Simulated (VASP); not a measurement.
Band structure of TiNbB4 (space group P6/mmm). Level of theory: PBEsol GGA, VASP's PBE PAW potentials (set 64) (plane waves; VASP).

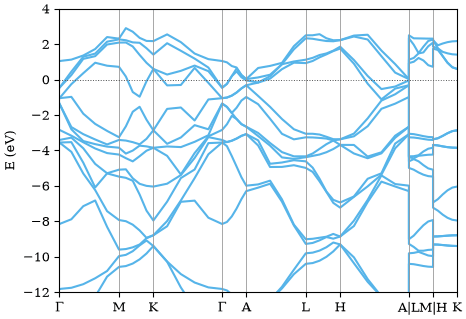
Figure: Bands along high-symmetry lines, zero at the valence-band maximum or, without a gap, the Fermi level

**Question.** Read the plot: is there a gap, and where are the band edges?

**Answer.** It has no gap at this level: it comes out as a metal or semimetal.

The structure comes from a computed database's TiNbB4 entry; how it stands against other phases isn't given here. The cell was not relaxed at this level. The electron count is odd and the run is not spin-polarised, which forces a metal. VASP warned that the highest band is occupied, so more bands are needed.
